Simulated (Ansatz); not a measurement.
A computed series for Ge: response to strain

The parent structure is Ge (space group I4_1/amd, No. 141; a = 5.117 Å, c = 2.805 Å; a cell from a computed database, its experimental status unchecked; relaxed with 0.1 eV smearing).

Strains are applied to the cell and any free atomic positions relax.

Calculations: PBEsol (Ansatz, a program for electronic structure, PAW, spin-orbit coupling left out).

Notes on the quantities. energy relative to the base: free energy F.

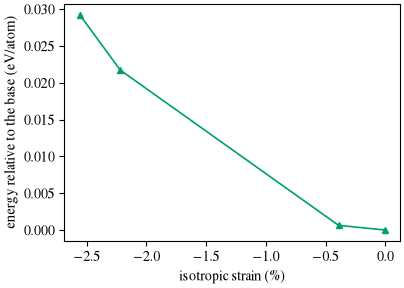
*Energy relative to the base against isotropic strain*

| isotropic strain (%) | energy relative to the base |
|---|---|
| -2.56 | +29 meV/atom |
| -2.22 | +22 meV/atom |
| -0.39 | +0.6 meV/atom |

Whether these cells are dynamically stable was not tested. This is not the structure that Ge has at room temperature and ambient pressure.
